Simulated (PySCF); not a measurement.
# C2H4BClO2 (SMILES CC(=O)OBCl): MP2/ma-def2-SVP

Aim: the vertical ionisation energy of C2H4BClO2 at MP2/ma-def2-SVP, from 2 runs. The job is set up through a Python script.

The results are computed with PySCF 2.14.0.

## 1. The molecule

The species is C2H4BClO2 (10 atoms), meant as a singlet with charge 0. As SMILES, `CC(=O)OBCl`. Geometry: relaxed at PBE0-D4/def2-TZVP. This is one conformer, not always the lowest.

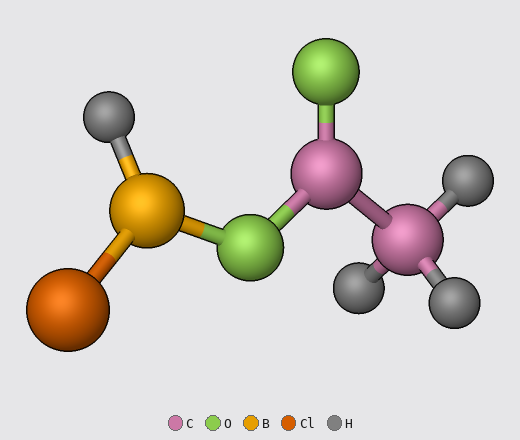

The structure, seen from a chosen angle (carbon pink, oxygen green, boron amber, chlorine orange, hydrogen grey).

## 2. The energy at MP2/ma-def2-SVP

Input file run.py:

```python
from pyscf import gto, scf, mp

mol = gto.M(
    atom=[
    ('C', (0.215000, -1.656600, -0.156000)),
    ('C', (0.585700, -0.230900, 0.073500)),
    ('O', (1.685000, 0.223600, 0.105500)),
    ('O', (-0.541700, 0.534200, 0.292100)),
    ('B', (-0.547800, 1.882400, 0.106700)),
    ('Cl', (-1.982000, 2.737700, 0.612600)),
    ('H', (-0.447900, -1.730400, -1.020500)),
    ('H', (-0.341700, -2.029000, 0.706400)),
    ('H', (1.111000, -2.251200, -0.312900)),
    ('H', (0.347500, 2.469100, -0.404400)),
],
    charge=0,
    basis='ma-def2-svp',
    max_memory=1860,
    verbose=3,
)

mf = scf.RHF(mol)
mf.conv_tol = 1e-10
mf.kernel()
if not mf.converged:
    mf = mf.newton().run(mf.mo_coeff, mf.mo_occ)

pt = mp.MP2(mf, frozen=10).run()
etot = pt.e_tot
print('E = %.10f Eh' % etot)
```

Command:

```console
$ OMP_NUM_THREADS=1 python run.py
```

Output:

```text
converged SCF energy = -711.742620275598
E(RMP2) = -712.56861452029  E_corr = -0.825994244691906
E(SCS-RMP2) = -712.543672587826  E_corr = -0.80105231222826
E = -712.5686145203 Eh
```

Wall time 5.1 s (1 thread of Arm Neoverse V1, shared host); peak memory 0.42 GiB.

## 3. The doublet cation at the same level

Input file run.py:

```python
from pyscf import gto, mp

mol = gto.M(
    atom='''
C        0.215000      -1.656600      -0.156000
C        0.585700      -0.230900       0.073500
O        1.685000       0.223600       0.105500
O       -0.541700       0.534200       0.292100
B       -0.547800       1.882400       0.106700
Cl      -1.982000       2.737700       0.612600
H       -0.447900      -1.730400      -1.020500
H       -0.341700      -2.029000       0.706400
H        1.111000      -2.251200      -0.312900
H        0.347500       2.469100      -0.404400
''',
    spin=1,
    max_memory=1860,
    basis='ma-def2-svp',
    charge=1,
    verbose=4,
)

hf = mol.UHF()
hf.conv_tol = 1e-10
hf.kernel()
if not hf.converged:
    hf = hf.newton().run(hf.mo_coeff, hf.mo_occ)

pt = mp.MP2(hf, frozen=10).run()
e_tot = pt.e_tot
print('Final energy', e_tot)
```

Command:

```console
$ OMP_NUM_THREADS=1 python run.py
```

Output:

```text
PySCF version 2.14.0

[INPUT] num. atoms = 10
[INPUT] num. electrons = 53
[INPUT] charge = 1
[INPUT] spin (= nelec alpha-beta = 2S) = 1
[INPUT] symmetry False subgroup None
[INPUT] Mole.unit = angstrom
[INPUT] Symbol           X                Y                Z      unit          X                Y                Z       unit  Magmom
[INPUT]  1 C      0.215000000000  -1.656600000000  -0.156000000000 AA    0.406291116781  -3.130520297954  -0.294797275432 Bohr   0.0
[INPUT]  2 C      0.585700000000  -0.230900000000   0.073500000000 AA    1.106812591158  -0.436337762162   0.138894870156 Bohr   0.0
[INPUT]  3 O      1.685000000000   0.223600000000   0.105500000000 AA    3.184188519892   0.422542761453   0.199366106142 Bohr   0.0
[INPUT]  4 O     -0.541700000000   0.534200000000   0.292100000000 AA   -1.023664641677   1.009491695743   0.551989000985 Bohr   0.0
[INPUT]  5 B     -0.547800000000   1.882400000000   0.106700000000 AA   -1.035191971037   3.557220456881   0.201633777491 Bohr   0.0
[INPUT]  6 Cl    -1.982000000000   2.737700000000   0.612600000000 AA   -3.745437178888   5.173503211222   1.157646223909 Bohr   0.0
[INPUT]  7 H     -0.447900000000  -1.730400000000  -1.020500000000 AA   -0.846408331193  -3.269982085947  -1.928465510119 Bohr   0.0
[INPUT]  8 H     -0.341700000000  -2.029000000000   0.706400000000 AA   -0.645719416764  -3.834254306743   1.334902534393 Bohr   0.0
[INPUT]  9 H      1.111000000000  -2.251200000000  -0.312900000000 AA    2.099485724392  -4.254151451621  -0.591295304376 Bohr   0.0
[INPUT] 10 H      0.347500000000   2.469100000000  -0.404400000000 AA    0.656679828286   4.665922774164  -0.764205244774 Bohr   0.0

nuclear repulsion = 258.093165158043
number of shells = 58
number of NR pGTOs = 196
number of NR cGTOs = 120
basis = ma-def2-svp
ecp = {}

[... 79 lines left out ...]
[... the frontier-level lines of each cycle are left out ...]
cycle= 16 E= -711.375863482446  delta_E= -3.98e-07  |g|= 0.000164  |ddm|= 0.00128
cycle= 17 E= -711.375863747079  delta_E= -2.65e-07  |g|= 8.75e-05  |ddm|= 0.00144
cycle= 18 E= -711.375863800273  delta_E= -5.32e-08  |g|= 5.16e-05  |ddm|= 0.000635
cycle= 19 E= -711.375863812423  delta_E= -1.22e-08  |g|= 3.01e-05  |ddm|= 0.000302
cycle= 20 E= -711.375863815925  delta_E= -3.5e-09  |g|= 1.22e-05  |ddm|= 0.00019
cycle= 21 E= -711.375863816337  delta_E= -4.11e-10  |g|= 6.23e-06  |ddm|= 5.36e-05
cycle= 22 E= -711.375863816418  delta_E= -8.09e-11  |g|= 3.81e-06  |ddm|= 2.09e-05
Extra cycle  E= -711.375863816437  delta_E= -1.89e-11  |g|= 2.86e-06  |ddm|= 6.37e-06
converged SCF energy = -711.375863816437  <S^2> = 0.76771916  2S+1 = 2.0176414

******** <class 'pyscf.mp.ump2.UMP2'> ********
nocc = (np.int64(17), np.int64(16)), nmo = (110, 110)
frozen orbitals 10
E(UMP2) = -712.14741259634  E_corr = -0.771548779903556
E(SCS-UMP2) = -712.126070019562  E_corr = -0.750206203125745
E_corr(same-spin) = -0.202675768567526
E_corr(oppo-spin) = -0.56887301133603
Final energy -712.1474125963401
```

Run time: 12 s. Hardware: 1 thread of Arm Neoverse V1, shared host; peak memory 0.45 GiB.

## 4. What came out

Level: MP2/ma-def2-SVP, 10 core orbitals frozen.

```
                                                                  quantity          value
                                           singlet C2H4BClO2: total energy  -712.56861 Eh
                   singlet C2H4BClO2: dipole moment (Hartree–Fock density)         2.59 D
                    singlet C2H4BClO2: HOMO energy (Hartree–Fock orbitals)      -12.48 eV
                    singlet C2H4BClO2: LUMO energy (Hartree–Fock orbitals)        1.39 eV
                  singlet C2H4BClO2: HOMO–LUMO gap (Hartree–Fock orbitals)       13.88 eV
           singlet C2H4BClO2: correlation energy (10 core orbitals frozen)     -826.0 mEh
                                              doublet cation: total energy  -712.14741 Eh
doublet cation: HOMO energy (Hartree–Fock orbitals) (highest over α and β)      -16.78 eV
 doublet cation: LUMO energy (Hartree–Fock orbitals) (lowest over α and β)       -7.19 eV
              doublet cation: correlation energy (10 core orbitals frozen)     -771.5 mEh
                         doublet cation: ⟨S²⟩ of the reference determinant          0.768
                        vertical ionisation energy (to the doublet cation)      11.461 eV
```

In words: The vertical ionisation energy comes to 11.46 eV (264 kcal/mol). Mulliken charges (singlet C2H4BClO2) of the mean-field density run from -0.45 on O3 to +0.37 on B5; they depend strongly on the basis.
